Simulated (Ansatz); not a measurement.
The reference is PbF₂ in the fluorite structure (space group Fm-3m, No. 225; a = 6.001 Å).

Modification: a hydrostatic pressure of 2.1 GPa.

The values are results of PBE, PAW, 420 eV (Ansatz, an electronic-structure program; scalar-relativistic without spin-orbit coupling), not measurements.

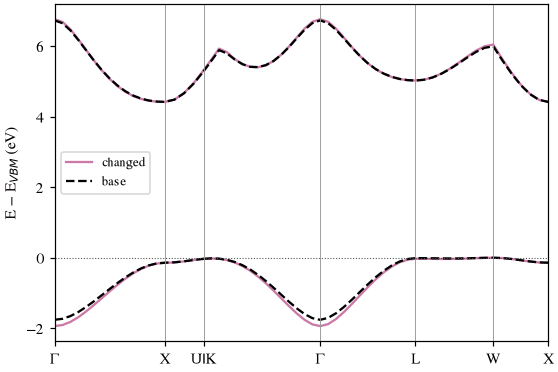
Fig. 1. Highest valence and lowest conduction band along the path, each from its own valence-band maximum

Task: Read the changed gap and its character from the plot.

Result: About 4.4 eV, indirect, W → X.

With Pb present, leaving out spin-orbit coupling can change the band edges. Load acts through the strain it causes; cell and atoms are relaxed under it. Stability against distortions was not tested.
